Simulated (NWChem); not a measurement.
# AlH3Cl− (SMILES [H][Al-]([H])([H])[Cl]): levels of theory compared

We compute a comparison of 6 runs (HF/3-21G, HF/6-31G, B3LYP/6-31G*, PBE0/def2-SVP, CCSD(T)/cc-pVDZ) of AlH3Cl−. 

Program for the calculation: NWChem 7.3.0.

**1. The system as given**

The species is AlH3Cl− (5 atoms), meant as a singlet with charge -1. SMILES: `[H][Al-]([H])([H])[Cl]`. Geometry: a GFN2-xTB relaxation, a rough one for these elements and not checked as a minimum.

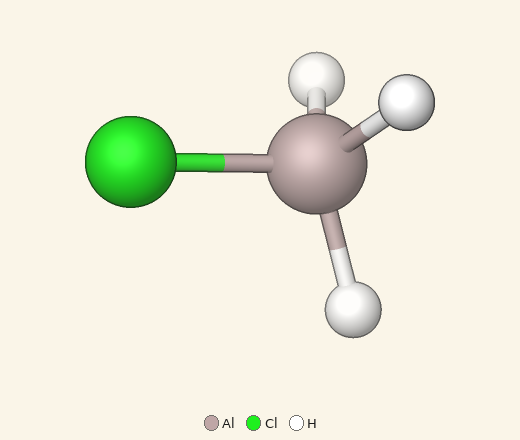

The structure, seen from a chosen angle (aluminium light grey, chlorine green, hydrogen white).

**2. Energy and gradient at HF/3-21G (run 1)**

mymol.xyz reads:

```xyz
5

Al    -0.002450     0.000420    -0.134210
Cl     0.013850    -0.018360     1.961810
H      1.532100     0.011680    -0.616990
H     -0.775390     1.334390    -0.590440
H     -0.768110    -1.328130    -0.620160
```

run.py reads:

```python
from ase.io import read
from ase.calculators.nwchem import NWChem

atoms = read('mymol.xyz')

calc = NWChem(
    label='mymol',
    theory='scf',
    memory='2200 mb',
    basis='3-21G',
    basispar='spherical bse',
    charge=-1,
    scf={'nopen': '0', 'rhf': None, 'thresh': '1e-08', 'maxiter': '80'},
)
atoms.calc = calc

forces = atoms.get_forces()
print(f"energy = {atoms.get_potential_energy():.6f} eV")
print("forces (eV/A):")
for s, f in zip(atoms.symbols, forces):
    print(f"{s:2s} {f[0]:10.5f} {f[1]:10.5f} {f[2]:10.5f}")
print("dipole (e A):", atoms.get_dipole_moment().round(4))
```

On the command line:

```sh
$ export ASE_NWCHEM_COMMAND="nwchem PREFIX.nwi > PREFIX.nwo"
$ python run.py
```

The log of the run:

```text
energy = -19039.920166 eV
forces (eV/A):
Al   -0.00201    0.02880   -2.91321
Cl    0.02052   -0.03908    3.67071
H     0.42953    0.00036   -0.25870
H    -0.22919    0.38129   -0.25032
H    -0.21890   -0.37137   -0.24852
dipole (e A): [-0.0066  0.004  -0.5719]
```

The calculator wrote mymol.nwi:

```
title "mymol"

permanent_dir mymol

scratch_dir mymol

start mymol

geometry units angstrom nocenter noautosym noautoz
  Al -2.4499999999999999e-03 4.2000000000000002e-04 -1.3421000000000000e-01
  Cl 1.3849999999999999e-02 -1.8360000000000001e-02 1.9618100000000001e+00
  H  1.5321000000000000e+00 1.1679999999999999e-02 -6.1699000000000004e-01
  H  -7.7539000000000002e-01 1.3343900000000000e+00 -5.9043999999999996e-01
  H  -7.6810999999999996e-01 -1.3281300000000000e+00 -6.2016000000000004e-01
end

charge -1

memory 2200 mb

basis spherical bse noprint
   * library 3-21G
end

scf
  nopen 0
  rhf
  thresh 1e-08
  maxiter 80
end

task scf gradient
```

mymol.nwo:

```text
Northwest Computational Chemistry Package (NWChem) 7.3.0
             --------------------------------------------------------

           Job information
           ---------------

    nwchem branch   = 7.3.0
    use scalapack   = T
    input           = mymol.nwi
    prefix          = mymol.
    data base       = mymol/mymol.db
    status          = startup
    nproc           =        1

           Memory information
           ------------------

[... 5 lines left out ...]
    hardfail = no
[... 128 lines left out ...]
         Quadratically convergent ROHF
[... 14 lines left out ...]
       Final RHF  results
[... 4 lines left out ...]
      Two-electron energy =    355.624520209934
[... 36 lines left out ...]
                       ROHF Final Molecular Orbital Analysis
[... 214 lines left out ...]
                 ----------------------------------------
                 |  Time  |  1-e(secs)   |  2-e(secs)   |
                 ----------------------------------------
                 |  CPU   |       0.00   |       0.19   |
                 ----------------------------------------
                 |  WALL  |       0.00   |       0.19   |
                 ----------------------------------------

 Task  times  cpu:        0.7s     wall:        0.7s
 Total times  cpu:        0.7s     wall:        0.7s
```

Wall time 1.9 s (1 thread of Intel Xeon Platinum 8488C (Sapphire Rapids), shared host); peak memory 0.099 GiB.

**3. Energy and gradient at HF/6-31G (run 2)**

alclh3.nw reads:

```
start alclh3
title "AlClH3 hf"
memory stack 880 mb heap 220 mb global 1100 mb
charge -1

geometry noautosym nocenter noautoz
Al   -0.002450    0.000420   -0.134210
Cl    0.013850   -0.018360    1.961810
H     1.532100    0.011680   -0.616990
H    -0.775390    1.334390   -0.590440
H    -0.768110   -1.328130   -0.620160
end

basis spherical bse
* library 6-31G
end

scf
thresh 1e-08
maxiter 80
print low
end

task scf gradient
```

On the command line:

```sh
$ nwchem alclh3.nw > alclh3.out
```

The log of the run:

```text
[...]
  functions       =    32
[...]
  wavefunction    = RHF
[...]
         Total SCF energy =   -703.168449771493
      One-electron energy =  -1137.230351665389
      Two-electron energy =    355.832441073988
 Nuclear repulsion energy =     78.229460819908
        Time for solution =      1.9s
[...]
                         RHF ENERGY GRADIENTS
    atom               coordinates                        gradient
                 x          y          z           x          y          z
   1 Al     -0.004630   0.000794  -0.253620    0.000039  -0.000552   0.055536
   2 Cl      0.026173  -0.034695   3.707283   -0.000397   0.000750  -0.070592
   3 H       2.895249   0.022072  -1.165942   -0.008834  -0.000010   0.005139
   4 H      -1.465275   2.521631  -1.115770    0.004696  -0.007826   0.004968
   5 H      -1.451517  -2.509802  -1.171932    0.004496   0.007638   0.004950
 Task  times  cpu:        3.0s     wall:        3.0s
 Total times  cpu:        3.1s     wall:        3.1s
```

Run time: 3.9 s. Hardware: 1 thread of Intel Xeon Platinum 8488C (Sapphire Rapids), shared host; peak memory 0.096 GiB.

Runs 3 to 5 aren't shown in full; the table further down has their settings and results.

**4. The energy at CCSD(T)/cc-pVDZ (run 6)**

job.nw reads:

```
echo
start job
title "AlClH3"
memory stack 880 mb heap 220 mb global 1100 mb
charge -1
geometry noautosym nocenter noautoz
  Al   -0.002450    0.000420   -0.134210
  Cl    0.013850   -0.018360    1.961810
  H     1.532100    0.011680   -0.616990
  H    -0.775390    1.334390   -0.590440
  H    -0.768110   -1.328130   -0.620160
end
basis spherical bse
  Al library cc-pVDZ
  Cl library cc-pVDZ
  H library cc-pVDZ
end
scf
  thresh 1e-08
  maxiter 80
end
ccsd
  freeze core 10
  maxiter 60
end
task ccsd(t) energy
```

On the command line:

```sh
$ nwchem job.nw > job.out
```

The log of the run:

```text
[...]
  functions       =    51
[...]
  wavefunction    = RHF
[...]
         Total SCF energy =   -703.251179447908
      One-electron energy =  -1137.729486010130
      Two-electron energy =    356.248845742314
 Nuclear repulsion energy =     78.229460819908
        Time for solution =     15.4s
[...]
 Total MP2 energy:           -703.477177239494040
[...]
             energy      energy      error      ampl     ampl      Block
                                                time     time      time
[...]
 Total CCSD energy:           -703.511798111957660
[...]
 Total CCSD+T(CCSD) energy:           -703.515750206215898
[...]
 Total CCSD(T) energy:                -703.515694639326398
[...]
```

It took 44 s on 1 thread of Intel Xeon Platinum 8488C (Sapphire Rapids), shared host; peak memory 0.11 GiB.

**5. The series**

| run | level | iteration cap | module | energy (Eh) | HOMO energy (eV) | LUMO energy (eV) | HOMO–LUMO gap (eV) | wall time |
| --- | --- | --- | --- | --- | --- | --- | --- | --- |
| 1 | HF/3-21G | 80 | scf | -699.704166 | -5.41 | 8.26 | 13.67 | 1.9 s |
| 2 | HF/6-31G | 80 | scf | -703.168450 | – | – | – | 3.9 s |
| 3 | B3LYP/6-31G* (spherical functions) | 100 | dft | -704.535379 | -1.98 | 5.38 | 7.37 | 11 s |
| 4 | B3LYP/6-31G* (Cartesian functions) | 100 | dft | -704.540062 | -1.98 | 5.38 | 7.36 | 12 s |
| 5 | PBE0/def2-SVP | 100 | dft | -704.036019 | -2.11 | 6.17 | 8.28 | 11 s |
| 6 | CCSD(T)/cc-pVDZ | 80 | ccsd(t) | -703.515695 | -5.33 | 8.29 | 13.62 | 44 s |

**6. Summary of results**

| quantity | value |
| --- | --- |
| run 6: total energy | -703.51569 Eh |
| run 6: HOMO energy (Hartree–Fock orbitals) | -5.33 eV |
| run 6: LUMO energy (Hartree–Fock orbitals) | 8.29 eV |
| run 6: HOMO–LUMO gap (to an unbound level, set by the basis) | 13.62 eV |
| run 6: correlation energy (10 core orbitals frozen) | -264.5 mEh |
| run 6: (T) correction | -3.90 mEh |

Over runs 1, 3, 4, 5 the HOMO–LUMO gap runs from 7.36 eV (B3LYP/6-31G*) to 13.67 eV (HF/3-21G). The two ends differ in method and basis. The empty levels of an anion lie above zero and hang on the basis. Totals of different functionals can't be ranked against each other. All runs together took 84 s, the longest 44 s.
